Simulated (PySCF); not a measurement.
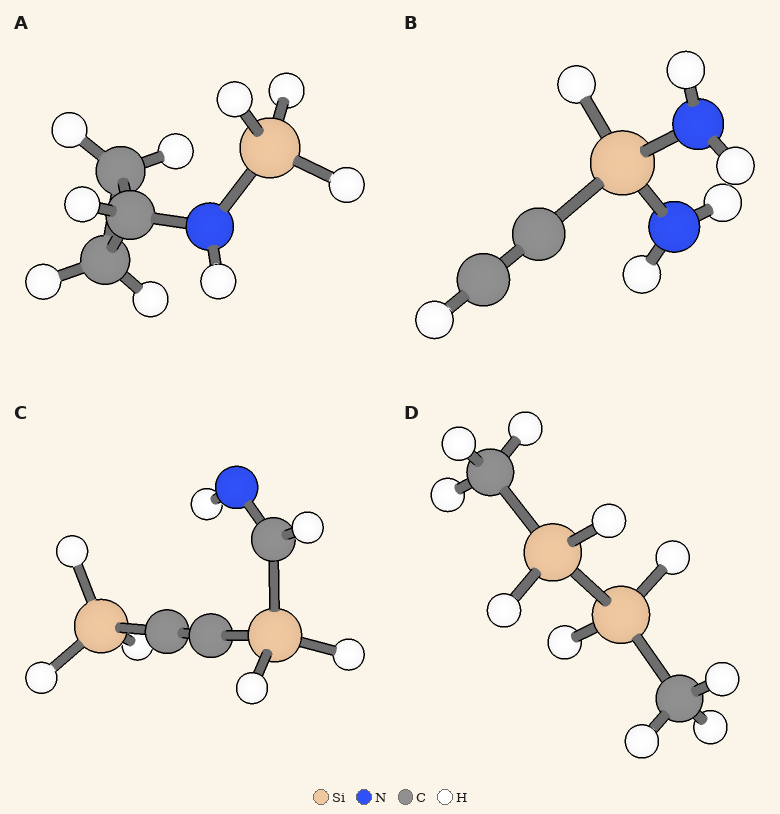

Source: calculation with PySCF.

```xyz
13
charge 0, multiplicity 1
N    -2.3302    0.9886   -0.7670
C    -2.6431    0.1370    0.1224
Si   -1.4218   -0.8961    1.1532
C     0.2486   -0.4368    0.5471
C     1.3242   -0.0840    0.0789
Si    2.9439    0.4366   -0.6195
H    -1.3066    1.0456   -0.8660
H    -3.7247   -0.0079    0.3129
H    -1.5525   -0.5737    2.6045
H    -1.6561   -2.3571    0.9589
H     3.7736    1.0391    0.4624
H     2.7071    1.4419   -1.6948
H     3.6375   -0.7544   -1.1875
```

Which panel shows the molecule in this file?

Answer. C. The file holds C3H7NSi2, `[H]/N=C\[SiH2]C#C[SiH3]`.
